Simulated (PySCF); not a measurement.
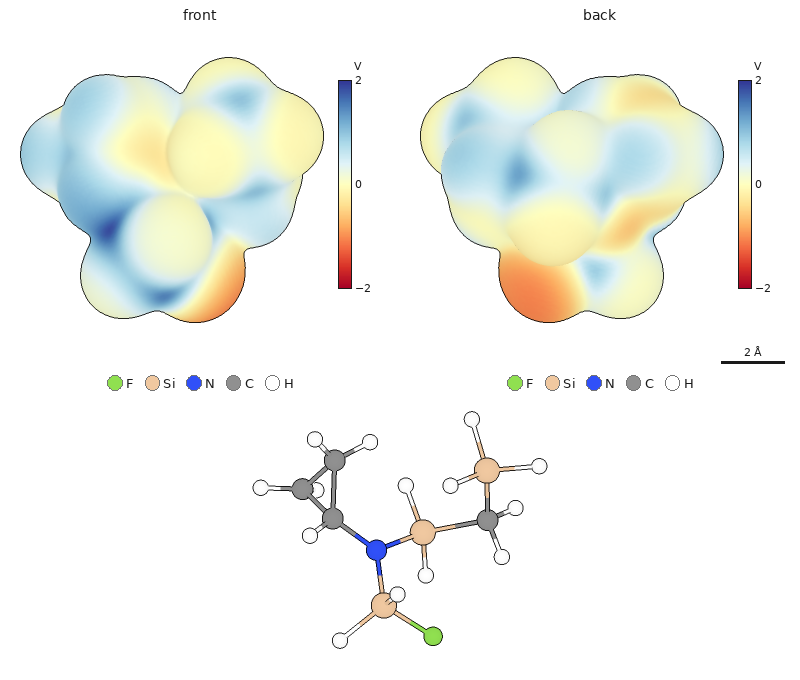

*C$_{4}$H$_{14}$FNSi$_{3}$ (SMILES F[SiH2]N([SiH2]C[SiH3])C1CC1). The molecular electrostatic potential painted on the density surface at 0.002 e/bohr³, seen from the front and from behind; red is negative and blue positive. The bare structure is drawn below in the same view.*

Geometry: GFN2-xTB.

Theory: PBE0/pcSseg-1, SCF density, gas phase, non-relativistic (PySCF).

Input file:

```
{"job": {"kind": "nmr", "xc": "PBE0", "basis": "pcSseg-1"}, "charge": 0, "multiplicity": 1}
F     -0.025329    -2.895352     1.322032
Si    -0.968498    -1.615395     1.548994
N     -0.803239    -0.614681     0.158715
Si     0.386843    -0.963947    -1.079265
C      2.125898    -0.877786    -0.327466
Si     2.566545     0.745217     0.549823
C     -1.625675     0.554549     0.145420
C     -1.148561     1.870233    -0.385655
C     -2.217848     1.105052    -1.114350
H     -0.461737    -0.992167     2.765774
H     -2.318676    -2.150346     1.665340
H      0.268313    -0.002276    -2.178753
H      0.081179    -2.302003    -1.598102
H      2.229578    -1.696898     0.382954
H      2.851310    -1.068174    -1.117476
H      2.540967     1.859910    -0.406705
H      3.923016     0.649082     1.102905
H      1.629611     1.031246     1.639842
H     -2.259758     0.602757     1.024048
H     -0.165656     1.910484    -0.826545
H     -1.429042     2.769613     0.141729
H     -1.954014     0.627960    -2.043964
H     -3.229978     1.479908    -1.086278
```

Command:

```sh
OMP_NUM_THREADS=1 python probes_run.py task.json out
```

Q: Describe the electrostatic potential map.

A: The most negative region (about −1.0 V, or −23 kcal/mol for a unit charge) lies over F1, the most positive (about +1.5 V, or +35 kcal/mol for a unit charge) over Si2.

Q: What dipole moment does the calculation give?

A: Its dipole moment is 1.59 D.
